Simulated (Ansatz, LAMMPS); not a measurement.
# Elastic response of glassy 68SiO2-15Al2O3-10K2O-8MnO (mol %) (129 atoms): runs compared

How stiff is glassy 68SiO2-15Al2O3-10K2O-8MnO (mol %) (129 atoms), and how do its levels respond to strain?

Computed with Ansatz 0.2.0: Kohn-Sham DFT, RPBE, PAW (set soft_2), plane waves.

## (1) The cell as built

The cell holds 129 atoms: 27 Si, 12 Al, 8 K, 3 Mn and 79 O. Cell: a = 12.043 Å, b = 12.043 Å, c = 12.043 Å, α = 90.0°, β = 90.0°, γ = 90.0°. 129 atoms (27 Si, 12 Al, 8 K, 3 Mn, 79 O) placed at random at 2.54 g/cm³, melted at 4000 K for 10 ps at fixed volume with the Morse and Coulomb pair potential with partial charges (Pedone, Malavasi, Menziani, Cormack and Segre, J. Phys. Chem. B 110, 11780 (2006)). Quenched from 4000 K to 300 K at 50 K/ps and fixed volume, held 10 ps at zero pressure.

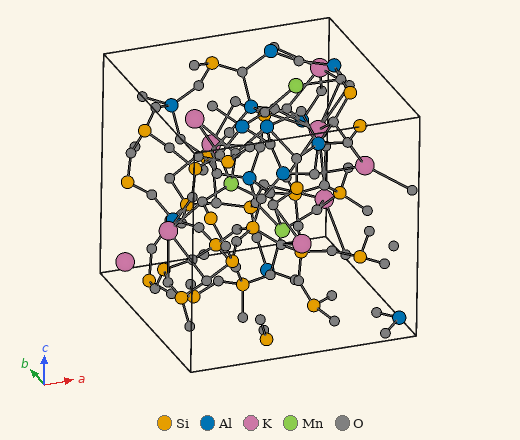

The cell as built. Bonds to atoms that aren't drawn are left out. Some periodic images of atoms are drawn too.

Limits known from the start: The quench rate of 50 K/ps far exceeds what a furnace or splat quench reaches, so expect more defects and frozen-in strain than in a real sample. The network of bonds at the start is that of the classical potential that made the cell, and needn't be the one that DFT or experiment would give. Without a Hubbard term or exact exchange, open shells on Mn are likely too delocalised. The Brillouin zone is sampled at Γ only.

## (2) The reference run

The reference is a single point at the end of the relaxation.

Every strained cell starts from the geometry of this run, and its atoms are relaxed with the cell held.

Its input, with most atom lines left out:

```yaml
crystal:
  lattice:
    - [11.99475, -0.20904, 0.15827]
    - [-0.20904, 12.48183, 0.08553]
    - [0.15827, 0.08553, 12.53511]
  atoms:
    - { symbol: Si, position: [0.75861, 0.04785, 0.36413] }
    - { symbol: Si, position: [0.82323, 0.34985, 0.97614] }
    - { symbol: Si, position: [0.3334, 0.02911, 0.05479] }
    - { symbol: Si, position: [0.40932, 0.8332, 0.96787] }
    - { symbol: Si, position: [0.08585, 0.05874, 0.65344] }
    - { symbol: Si, position: [0.99987, 0.72093, 0.52999] }
    - { symbol: Si, position: [0.32773, 0.92204, 0.28021] }
    [... atom lines 8 to 129 left out ...]
magnetization:
  spin_polarized: true
kpoints:
  mp_grid: { grid: [1, 1, 1] }
hamiltonian:
  xc: rpbe
scf:
  occupations: { method: gaussian, width: 0.05 }
  lower_state_search: "off"
output:
  forces: true
  stress: true
  populations: intrinsic
  dos:
    method: { smearing: { sigma: 0.15 } }
    de: 0.1
    projected: { site_lists: { Al: [Al], K: [K], Mn: [Mn], O: [O], Si: [Si] } }
  eigenvalues: true
  write_density: true
  write_potential: true
  volumetric_format: npy
  elf: true
```

```
free energy per atom   : -720.1171 eV/atom
r.m.s. force component : 0.00415 eV/Å
pressure               : 0.003164 GPa
total moment           : -15 μB
```

Filled and empty levels are parted by 1.74 eV (at Γ alone); a semilocal functional tends to put such gaps too low. In a disordered cell it changes from sample to sample, and tail or defect levels can set it.

## (3) The runs

Each row is one run, on 4 threads of Intel Xeon 6975P-C (Granite Rapids), shared host. The free energy is the program's total, comparable only between runs with the same functional, potentials and atoms.

```
                                 run  atoms    outcome  ionic steps, all passes  free energy (eV)     time  host memory (GiB)
           Single point at the start    129  converged                        -        -92879.988     38 s                4.4
              Cell and atoms relaxed    129  converged                       31        -92895.104   11 min                4.8
Single point at the relaxed geometry    129  converged                        -        -92895.104     48 s                4.9
                         Volume -3 %    129  converged                        7        -92894.774  3.3 min                4.7
                         Volume +3 %    129  converged                       14        -92894.822  6.6 min                5.0
                         Volume -6 %    129  converged                       31        -92894.113   13 min                4.6
                         Volume +6 %    129  converged                       32        -92894.204   15 min                5.2
                        Volume -10 %    129  converged                       32        -92891.931   14 min                4.3
```

In some runs the program notes that the SCF threshold is loose for the stress.

## (4) Pressure against volume

Atoms are relaxed at each volume, in the scaled cell.

```
volume change (%)  volume (Å³/atom)  energy change (meV/atom)  pressure (GPa)  largest move on relaxing (Å)  bonds  gap (eV)
              -10            13.087                     24.59            5.93                          1.85    235                2.04
               -6            13.668                      7.68            3.61                          1.50    235                2.07
               -3            14.105                      2.56            1.99                          0.13    225                1.74
               +0            14.541                      0.00            0.00                             -    223                1.74
               +3            14.977                      2.19           -1.68                          1.01    224                1.85
               +6            15.413                      6.98           -3.01                          1.84    219                2.09
```

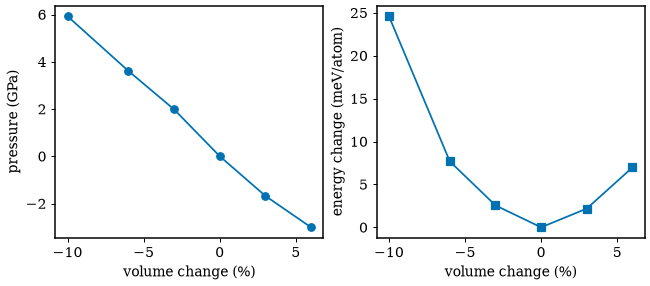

Pressure and energy against volume.

## (5) Findings

The bulk modulus, from the slope of pressure against ln V over the three points nearest the relaxed volume, is 61.0 GPa; between neighbouring points the slope runs 53, 52, 65, 57 and 46 GPa from the smallest volume up, without a steady fall, so no pressure derivative is given. The count of bonds runs from 219 to 235 over the series, so at some points contacts cross the cutoffs. At -10 %, -6 %, +3 % and +6 % some atom moved by over 0.5 Å on relaxing, so those points may sit in another local minimum. The gap goes from 2.04 eV at the smallest volume to 2.09 eV at the largest, not monotonically (lowest 1.74, highest 2.09 eV), on the run's k-points.

**Limits.** Strains are finite and relaxations stop at the force tolerance of the input, which can leave moduli too stiff; they are those of a static cell at zero temperature. Volumes are changed with the cell's shape held, so in an anisotropic solid the modulus lies over the one under free hydrostatic load. The program notes that the SCF threshold of the relaxations is loose for the stress. In the spin-polarised runs the search for a state of lower energy was switched off. The run was spin polarised, started with 3 parallel moments, ending at -15.0 μB in the cell; that starting order needn't be the real material's, and it bears on forces, charges and levels. With open d shells in the cell, the gap can be one between d levels of these ions, not the gap of the host.

The DFT runs together took 65 min of wall time.

[Logs are printed without paths, hosts, clocks, repeated set-up lines and the standing remarks that a program may print on its own settings, such as how far it seeks lower states.]

[Hosts, paths, dates, database ids (printed as entryN), source tags and the programs' standing remarks are cut or masked in the printed files.]
